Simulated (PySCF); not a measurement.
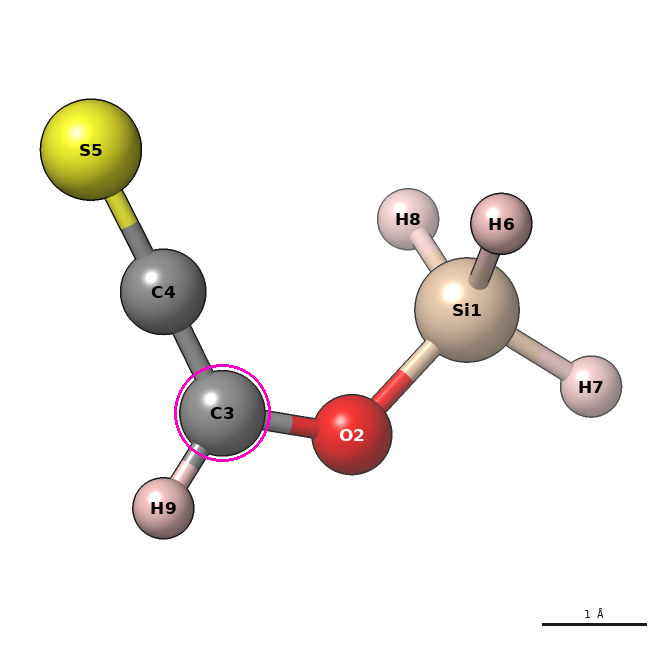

Orthographic view. Distant atoms are faded towards the background colour. The computed structure is the end point of a PBE0-D3(BJ)/def2-SVP optimisation. No frequency run is at hand to confirm it as a minimum.

Which atoms are bonded to the circled atom?

The circled atom is C3; it is bonded to O2, C4, H9.

Of Si1 and H6, which is nearer the viewer?

H6; the bond to Si1 points away from the viewer, so it looks shorter than its 1.49 Å.

Which two atoms are farthest apart in space?

S5 and H7, 5.67 Å.

Which atom is farthest from the viewer?

H8, 1.6 Å behind the mean position.
